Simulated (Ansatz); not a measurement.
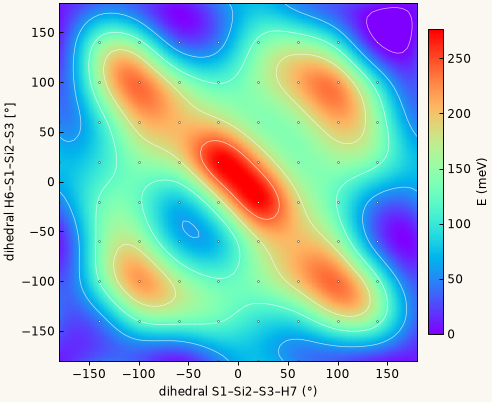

Energy landscape of Cl₂H₂S₂Si, SMILES S[Si](S)(Cl)Cl. Coordinates scanned: (1) dihedral S1–Si2–S3–H7; (2) dihedral H6–S1–Si2–S3. Nothing is relaxed (all other coordinates rigid). Grid: 9 × 9 points; 45 points were computed and 36 follow by symmetry. Energies: meV, counted from the lowest grid point. Level of theory: Ansatz 0.2.0, RKS r2SCAN-D4/def2-SVP.

In the figure: a smooth colour map with a few white contour lines, dots at the grid points. Between grid points the surface is interpolated. 

What does the map say about the system?

Answer. The lowest grid point is at dihedral S1–Si2–S3–H7 = 140°, dihedral H6–S1–Si2–S3 = 140°. The bottom of the well lies between grid points, at about dihedral S1–Si2–S3–H7 = 155°, dihedral H6–S1–Si2–S3 = 155°, about 17 meV lower on the interpolated surface. There are further wells near dihedral S1–Si2–S3–H7 = −180°, dihedral H6–S1–Si2–S3 = −60° (9 meV above the lowest at that grid point); dihedral S1–Si2–S3–H7 = −60°, dihedral H6–S1–Si2–S3 = −60° (76 meV above the lowest at that grid point). The highest grid point, dihedral S1–Si2–S3–H7 = −20°, dihedral H6–S1–Si2–S3 = 20°, lies 276 meV above the lowest. On the interpolated surface the easiest way out of the lowest well to the well at about dihedral S1–Si2–S3–H7 = −55°, dihedral H6–S1–Si2–S3 = 165° passes a barrier of about 53 meV, counted from the interpolated bottom of the well. Round the minimum the valley is somewhat tilted: raising dihedral S1–Si2–S3–H7 shifts the best value of dihedral H6–S1–Si2–S3 downwards (coupling k₁₂/√(k₁₁k₂₂) about 0.2).

The input of one point:

```yaml
crystal:
  periodic: [false, false, false]
  atoms:
    - { symbol: S, position_ang: [-1.581517, 0.436883, 1.206095] }
    - { symbol: Si, position_ang: [0.019491, 0.025491, -0.126888] }
    - { symbol: S, position_ang: [1.589134, -0.684289, 1.11479] }
    - { symbol: Cl, position_ang: [-0.426217, -1.402304, -1.553387] }
    - { symbol: Cl, position_ang: [0.495408, 1.740402, -1.177952] }
    - { symbol: H, position_ang: [-1.939725, 1.570033, 0.559612] }
    - { symbol: H, position_ang: [1.965923, -1.640559, 0.2351] }
basis:
  gaussian: { orbitals: def2-SVP }
hamiltonian:
  xc: r2scan
  dispersion: d4
output:
  forces: true
```

Time for the 45 points that were run: 6.4 min on 1 thread of Intel(R) Xeon(R) Platinum 8259CL CPU @ 2.50GHz (Skylake/Cascade Lake), on a shared host.
